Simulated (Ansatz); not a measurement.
The calculation's input:

```
crystal:
  lattice:
    - [4.3328751895, 0.0, 0.0]
    - [-2.1664375947, 3.7523799855, 0.0]
    - [0.0, 0.0, 10.6133333333]
  atoms:
    - { symbol: Ge, position: [0.3333333333, 0.6666666667, 0.7083333333] }
    - { symbol: Sn, position: [0.0, 0.0, 0.375] }
    - { symbol: Sn, position: [0.6666666667, 0.3333333333, 0.0416666667] }
    - { symbol: Sn, position: [0.0, 0.0, 0.625] }
    - { symbol: Ge, position: [0.6666666667, 0.3333333333, 0.2916666667] }
    - { symbol: Sn, position: [0.3333333333, 0.6666666667, 0.9583333333] }
kpoints:
  mp_grid: { grid: [6, 6, 2] }
hamiltonian:
  xc: pbe
scf:
  occupations: { method: fermi_dirac, width: 0.02 }
relax:
  f_tol: 0.005
  cell: {}
output:
  write_density: true
  write_potential: true
  elf: true
  volumetric_format: npy
```

Command:

```sh
ansatz run input.yaml --threads 2 --pin off --max-ram 20275MiB --backend cpu --events-out ev --progress --plain --runs-dir out
```

Below, planes, directions and counts refer to the conventional cell (a = 4.51 Å, b = 4.51 Å, c = 11.03 Å, α = 90.00°, β = 90.00°, γ = 120.00°).

The fields are those of the relaxed geometry.

Space group P-3m1; started from the ordered alloy on diamond lattice prototype, which need not be the ambient phase.

All numbers below come from Ansatz, DFT, PBE, plane waves, PAW.

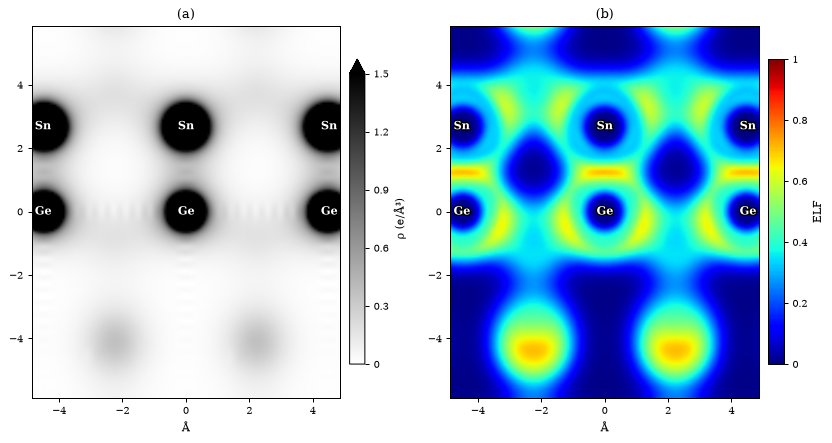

Sn$_{2}$Ge. (a) valence charge density (pseudo); (b) ELF on the (010) plane of the conventional cell.

Core electrons are frozen (PAW), and the valence fields are smoothed inside the atomic spheres.

### What do the fields say about this system?

The section cuts through Ge and Sn sites. Sn–Ge (2.69 Å): the density is about 0.4 e/Å³ at the midpoint; the ELF peaks at about 0.70 between the atoms. The density dies away to nearly zero in the voids.
